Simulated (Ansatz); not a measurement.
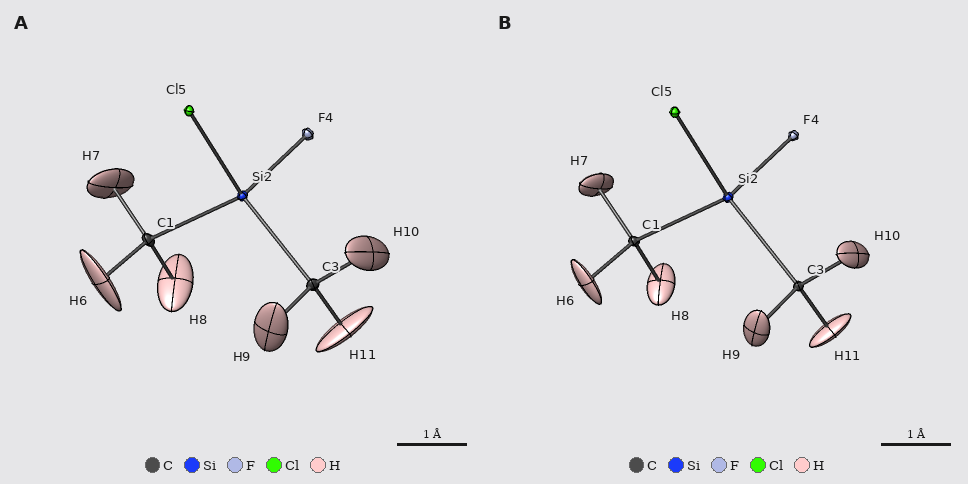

Displacement ellipsoids at the 50 % level, scaled by 0.7, from the internal vibrations of the free molecule (harmonic, no overall translation or rotation; no half-axis is drawn under 0.075 Å). Vibrations computed with RKS PBE0-D4/def2-TZVP (Ansatz 0.2.0). One panel is for 298 K, the other for 600 K.

Which panel is for 600 K?

Answer. A.

How much does the mean-square displacement of H6 grow, and why?

Answer. U_eq goes from 0.0568 to 0.1029 Å², a factor of 1.8. Modes below kT (417 cm⁻¹ at 600 K) grow about in proportion to T, and the lowest lies at 144 cm⁻¹; the mean-square amplitude of a mode is its zero-point value times coth(ħω/2kT), which comes close to 1 only above about 3kT.
